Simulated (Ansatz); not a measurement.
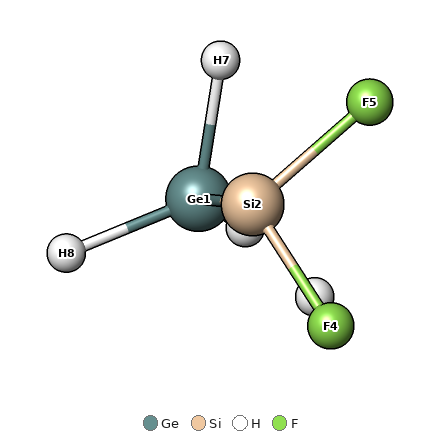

The system is the reacting system F2GeH4Si (fragments F₂GeH₄Si where the first distance is long, GeH₄ + F₂Si where the second is long); the picture shows the reference structure. First axis: distance Ge1–H3 (bond that forms). Second axis: distance Ge1–Si2 (bond that breaks). Relaxed at each point: all other coordinates. Grid: 13 × 13 points. Points are written as (first, second). Energies: eV, counted from the lowest grid point. Energies and slopes of some neighbouring points disagree (a jump in structure or state, or too coarse a mesh). The reference is spin-restricted, so regions where a bond is pulled apart into radicals lie too high. The calculation used RKS SPW92 (LDA)/def2-SVP in Ansatz 0.2.0.

Its coordinates:

```yaml
atoms:
  - { symbol: Ge, position_ang: [-0.8146, -0.3348, 0.8722] }
  - { symbol: Si, position_ang: [0.7750, 1.0104, -0.8517] }
  - { symbol: H, position_ang: [0.9688, -0.6252, 0.0527] }
  - { symbol: F, position_ang: [2.3704, 0.6099, -1.0010] }
  - { symbol: F, position_ang: [0.1789, 0.2423, -2.1747] }
  - { symbol: H, position_ang: [-1.1906, -1.7127, 1.4914] }
  - { symbol: H, position_ang: [-1.7070, 0.0537, -0.3137] }
  - { symbol: H, position_ang: [-0.5809, 0.7565, 1.9249] }
```

Range: distance Ge1–H3 (bond that forms) from 1.359 to 3.159 Å; distance Ge1–Si2 (bond that breaks) from 2.079 to 3.879 Å.

Question: What will the energy surface look like?

Answer: The lowest grid point is at (3.159 Å, 2.271 Å). It lies at the edge of the scanned range, so the true minimum may lie outside. Other grid points that lie below all their neighbours: (1.551 Å, 3.335 Å) (1.35 eV higher). The highest grid point, (1.359 Å, 2.079 Å), lies 3.80 eV above the lowest.

| second ↓, first → | 1.359 | 1.440 | 1.551 | 1.677 | 1.815 | 1.962 | 2.116 | 2.277 | 2.443 | 2.615 | 2.792 | 2.973 | 3.159 |
| --- | --- | --- | --- | --- | --- | --- | --- | --- | --- | --- | --- | --- | --- |
| 3.879 | 1.84 | 1.57 | 1.45 | 1.51 | 1.70 | 1.95 | 2.21 | 2.45 | 2.69 | 2.92 | 3.12 | 3.30 | 3.52 |
| 3.693 | 1.82 | 1.54 | 1.41 | 1.46 | 1.65 | 1.90 | 2.16 | 2.42 | 2.67 | 2.90 | 3.10 | 3.35 | 3.18 |
| 3.512 | 1.80 | 1.52 | 1.37 | 1.43 | 1.61 | 1.86 | 2.13 | 2.40 | 2.65 | 2.87 | 3.16 | 2.98 | 2.78 |
| 3.335 | 1.78 | 1.49 | 1.35 | 1.39 | 1.58 | 1.83 | 2.11 | 2.38 | 2.62 | 2.96 | 2.75 | 2.54 | 2.34 |
| 3.163 | 1.81 | 1.54 | 1.42 | 1.51 | 1.76 | 1.82 | 2.10 | 2.37 | 2.77 | 2.52 | 2.29 | 2.07 | 1.87 |
| 2.997 | 1.83 | 1.56 | 1.44 | 1.53 | 1.79 | 2.15 | 2.56 | 2.59 | 2.30 | 2.04 | 1.80 | 1.58 | 1.39 |
| 2.836 | 1.88 | 1.61 | 1.49 | 1.59 | 1.85 | 2.21 | 2.62 | 2.12 | 1.82 | 1.55 | 1.31 | 1.11 | 0.93 |
| 2.682 | 1.99 | 1.72 | 1.60 | 1.69 | 1.95 | 2.30 | 2.70 | 1.65 | 1.35 | 1.09 | 0.87 | 0.67 | 0.52 |
| 2.535 | 2.17 | 1.89 | 1.77 | 1.86 | 2.10 | 2.44 | 1.59 | 1.25 | 0.96 | 0.71 | 0.50 | 0.33 | 0.20 |
| 2.397 | 2.44 | 2.16 | 2.04 | 2.11 | 2.16 | 1.69 | 1.29 | 0.96 | 0.68 | 0.45 | 0.25 | 0.11 | 0.01 |
| 2.271 | 2.82 | 2.54 | 2.40 | 2.53 | 1.99 | 1.53 | 1.15 | 0.83 | 0.57 | 0.35 | 0.19 | 0.07 | 0.00 |
| 2.160 | 3.31 | 3.02 | 2.86 | 2.54 | 2.02 | 1.57 | 1.20 | 0.90 | 0.65 | 0.46 | 0.32 | 0.23 | 0.20 |
| 2.079 | 3.80 | 3.50 | 3.29 | 2.71 | 2.19 | 1.76 | 1.40 | 1.10 | 0.87 | 0.70 | 0.58 | 0.51 | 0.51 |

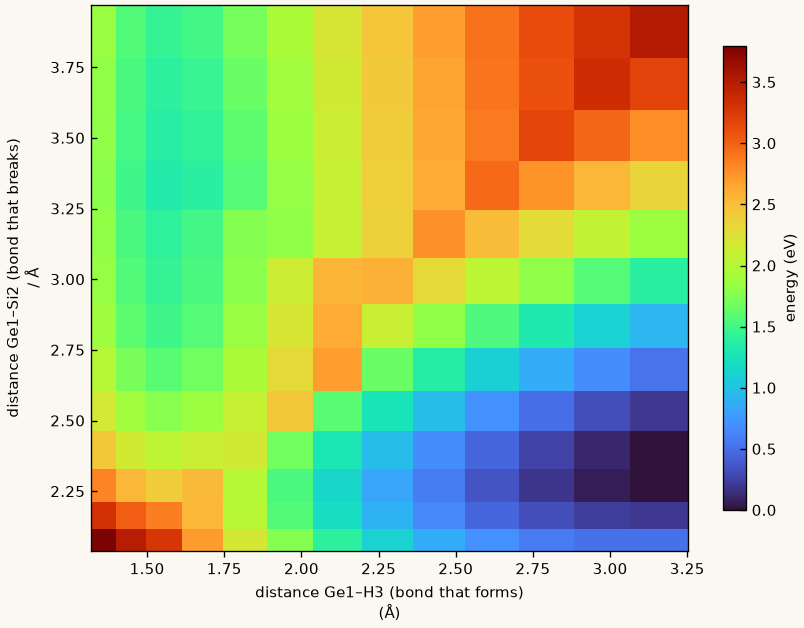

In the figure: one coloured cell a grid point.

Each point was launched as `ansatz run input.yaml --threads 1 --pin off --max-ram 2560MiB --backend cpu --events-out ev --progress --plain --runs-dir out`. Time for the 169 points that were run: 26 min on 1 thread of Arm Neoverse V2, with other jobs on the host.
